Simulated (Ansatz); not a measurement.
# HfF4 (SMILES F[Hf](F)(F)F): methods side by side

HfF4 has 5 atoms, charge 0, and is taken as a singlet. As SMILES, `F[Hf](F)(F)F`. Geometry: optimised at PBE0/def2-SVP.

Each level gives the adiabatic ionisation energy (to the doublet cation, shapes relaxed at PBE0/def2-SVP, no zero-point term) (eV). The values are calculated.

```json
{"level": "BLYP/def2-SVP (core potential)", "kind": "GGA", "program": "Ansatz", "value (eV)": "13.26", "less CCSD(T)/def2-SVP": "-0.66", "CPU time (all runs)": "47 s"}
{"level": "r2SCAN/def2-SVP (core potential)", "kind": "meta-GGA", "program": "Ansatz", "value (eV)": "13.57", "less CCSD(T)/def2-SVP": "-0.35", "CPU time (all runs)": "1.9 min"}
{"level": "B3LYP/def2-SVP (core potential)", "kind": "global hybrid", "program": "Ansatz", "value (eV)": "13.77", "less CCSD(T)/def2-SVP": "-0.15", "CPU time (all runs)": "15 s"}
{"level": "CAM-B3LYP/def2-SVP (core potential)", "kind": "range-separated hybrid", "program": "Ansatz", "value (eV)": "13.93", "less CCSD(T)/def2-SVP": "+0.01", "CPU time (all runs)": "17 s"}
{"level": "wB97M-V/def2-SVP (core potential)", "kind": "range-separated hybrid", "program": "Ansatz", "value (eV)": "13.88", "less CCSD(T)/def2-SVP": "-0.04", "CPU time (all runs)": "80 s"}
{"level": "B2PLYP/def2-SVP (core potential)", "kind": "double hybrid", "program": "Ansatz", "value (eV)": "13.87", "less CCSD(T)/def2-SVP": "-0.05", "CPU time (all runs)": "26 s"}
{"level": "MP2/def2-SVP (core potential)", "kind": "perturbation theory", "program": "Ansatz", "value (eV)": "14.55", "less CCSD(T)/def2-SVP": "+0.63", "CPU time (all runs)": "13 s"}
{"level": "CCSD(T)/def2-SVP (core potential)", "kind": "coupled cluster or CI", "program": "Ansatz", "value (eV)": "13.92", "less CCSD(T)/def2-SVP": "0.00", "CPU time (all runs)": "75 s"}
```

CCSD(T)/def2-SVP (core potential) is the highest level here, not the true value. Spin-orbit coupling, which can split open shells on such heavy atoms by tenths of an eV, is left out. The values span 13.26 to 14.55 eV. Times are those of the runs behind each value, whatever else they computed, on shared processors of several kinds: orders of magnitude only.

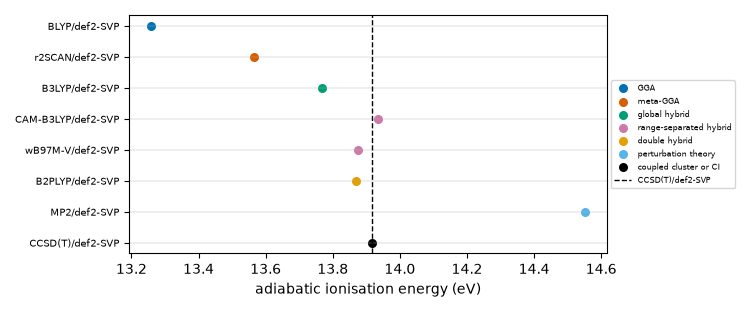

The values of the table, level by level.
